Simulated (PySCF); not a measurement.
System: C₄H₈F₃NSi₂.

```
atom    x (Å)    y (Å)    z (Å)
   F   4.2167  -1.1990   0.9436
   C   3.2759  -0.6984   0.1883
   F   3.7429  -0.3242  -0.9779
   C   1.9902  -0.5746   0.5371
   F   1.6512  -1.0139   1.7669
  Si   0.5908   0.1463  -0.4943
   C  -0.4574   1.2827   0.5874
   C  -1.9377   1.1247   0.1896
  Si  -2.2240  -0.6766  -0.3167
   N  -0.6140  -1.0410  -0.8934
   H   1.2349   0.7819  -1.6817
   H  -0.1231   2.3318   0.5507
   H  -0.2984   0.9403   1.6249
   H  -2.1633   1.7477  -0.6929
   H  -2.6193   1.4573   0.9888
   H  -3.2605  -0.8260  -1.3863
   H  -2.6458  -1.5450   0.8299
   H  -0.3890  -1.8988  -1.3850
```

Geometry: PBE0-D3(BJ)/def2-SVP.

All numbers below come from PBE0/pcSseg-1, SCF density, gas phase, non-relativistic (PySCF 2.14.0).

Predict the electron density and electron localisation function between the atoms.

C–F (1.31 Å): ρ at the midpoint is about 2.5 e/Å³; the ELF peaks at about 0.85 between the atoms, as expected for a polar covalent bond.
C–C (1.34 Å): ρ is about 2.3 e/Å³ halfway; the ELF peaks at about 0.95 between the atoms; a short, multiple covalent bond.
C–Si (1.88 Å): the density is about 0.94 e/Å³ at the midpoint; the ELF peaks at about 1 between the atoms, as expected for a covalent bond.
C–F (1.35 Å): ρ is about 2.2 e/Å³ halfway, with its minimum of 1.7 e/Å³ about 0.5 Å from C; the ELF peaks at about 0.85 between the atoms, as expected for a shared but strongly polarised pair.

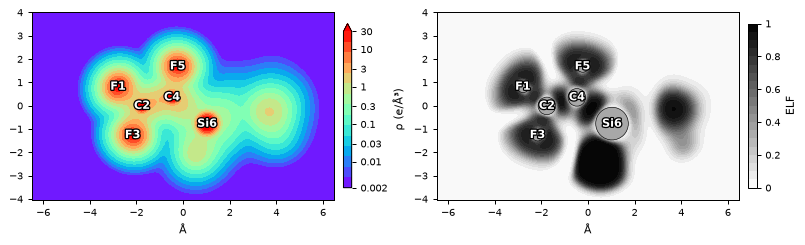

Computed electron density and electron localisation function on the plane of atoms F3, C2 and C4, in this order. Grey discs cover the atomic cores in the ELF map. 
